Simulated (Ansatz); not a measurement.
| atom | x (Å) | y (Å) | z (Å) |
| --- | --- | --- | --- |
| O | 1.6236 | 0.0833 | 2.1313 |
| B | 0.3204 | -0.3061 | 1.8610 |
| F | -0.4392 | -0.7953 | 2.8677 |
| O | -0.4314 | 0.8980 | 1.2510 |
| C | -0.5127 | 1.0895 | 0.0066 |
| C | -1.1068 | 2.4464 | -0.3747 |
| F | -1.1426 | 2.5996 | -1.6964 |
| F | -2.3460 | 2.5454 | 0.0935 |
| F | -0.3762 | 3.4256 | 0.1424 |
| C | -0.1472 | 0.1668 | -0.9576 |
| C | 0.2353 | -1.0746 | -0.4806 |
| C | 0.5135 | -2.2411 | -1.4300 |
| F | 0.3958 | -1.8635 | -2.7009 |
| F | 1.7438 | -2.6998 | -1.2400 |
| F | -0.3488 | -3.2255 | -1.2024 |
| O | 0.3520 | -1.3696 | 0.7405 |
| H | 1.8636 | -0.0411 | 3.0505 |
| H | -0.2346 | 0.3735 | -2.0102 |

Geometry: PBE0-D4/def2-TZVP.

The calculation used RKS PBE0-D4/def2-TZVPP (Ansatz 0.2.0).

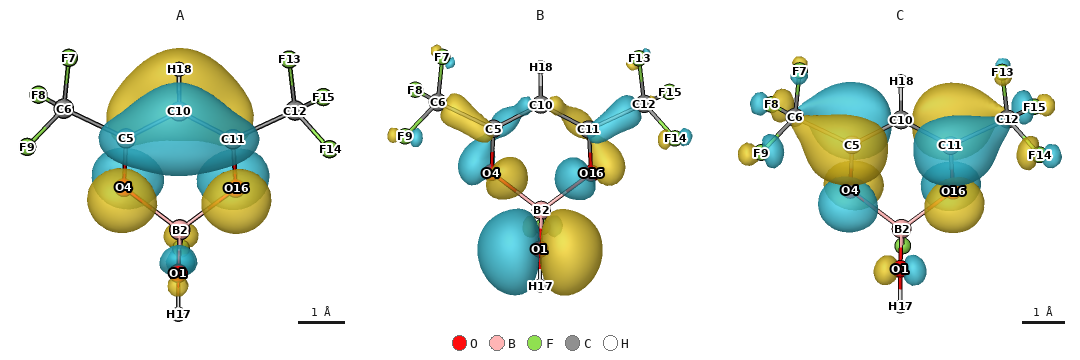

C₅H₂BF₇O₃ (SMILES O[B-]1(F)OC(C(F)(F)F)=CC(C(F)(F)F)=[O+]1). Three frontier orbitals at ±0.1 Å⁻³ᐟ² (yellow and cyan are the two phases), in no order.

Which picture is the HOMO−1, the HOMO and the LUMO?

Answer. B is the HOMO−1 (−9.27 eV). Its weight (Hirshfeld) is mainly on O1 (about 70 %); largely a lone pair of O1. A is the HOMO (−8.90 eV). Its weight (Hirshfeld) is mainly on C10 (about 35 %), O4 (about 15 %), O16 (about 15 %), C5 (about 10 %) and C11 (about 10 %). C is the LUMO (−3.60 eV). Its weight (Hirshfeld) is mainly on C5 (about 25 %), C11 (about 25 %), O16 (about 15 %), O4 (about 15 %) and C10 (about 10 %).

What is the HOMO–LUMO gap?

Answer. 5.30 eV between the orbital energies.
